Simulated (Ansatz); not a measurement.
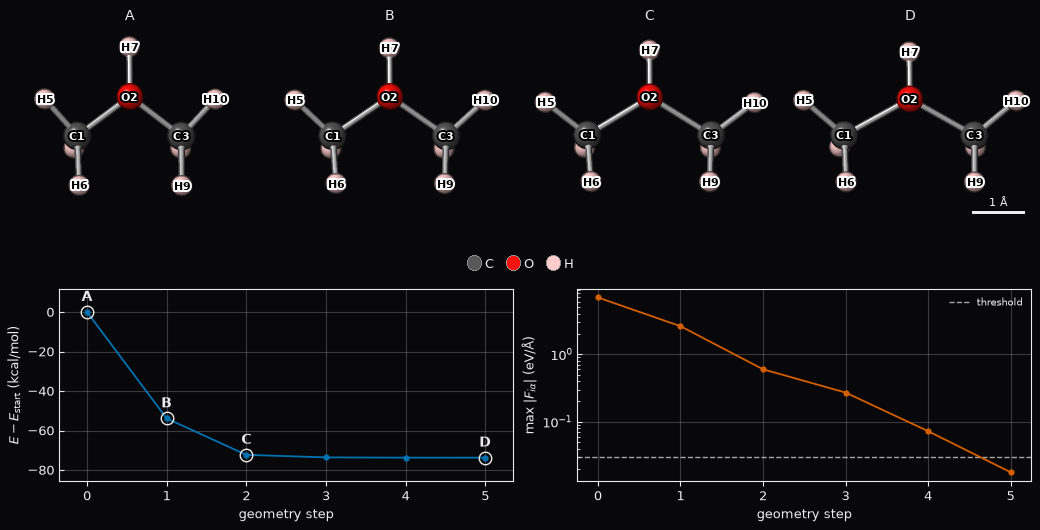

Frames of a relaxation of C₂H₇O (charge +1), marked on the history of the run. The picture is a ball-and-stick view, seen face on.

It is one of the separated reactants of a reaction.

Computed with RKS PBE-D4/def2-SVP (Ansatz). Settings: force threshold 0.03 eV/Å; at most 250 steps.

Question: Describe the path.

Answer: The energy falls by 73.8 kcal/mol in 5 geometry steps. Largest force component: 6.9 eV/Å at the start, 0.018 eV/Å at the end. The largest moves after the best rigid fit, 0.41 Å, are those of H atoms. Largest moves by element: H 0.41 Å, C 0.26 Å, O 0.06 Å. Some distances before and after: C–C 2.036 → 2.548 Å, C–O 1.317 → 1.486 Å, C–H 1.024 → 1.104 Å, C–H 1.173 → 1.104 Å. Among the angles between lasting bonds that change: C–O–C 101.3° → 118.0°, O–C–H 90.0° → 106.0°, C–O–H 116.5° → 112.0°. From step 0 to 1: H atoms move most (0.19 Å), energy −53.9 kcal/mol. From step 1 to 2: H atoms move most (0.19 Å), energy −18.4 kcal/mol. From step 2 to 5: H atoms move most (0.10 Å), energy −1.43 kcal/mol.

```
step  E − E(0), kcal/mol  largest force component, eV/Å
   0                0.00                         6.9332
   1              -53.89                         2.6086
   2              -72.33                         0.5998
   3              -73.62                         0.2712
   4              -73.75                         0.0727
   5              -73.76                         0.0179
```
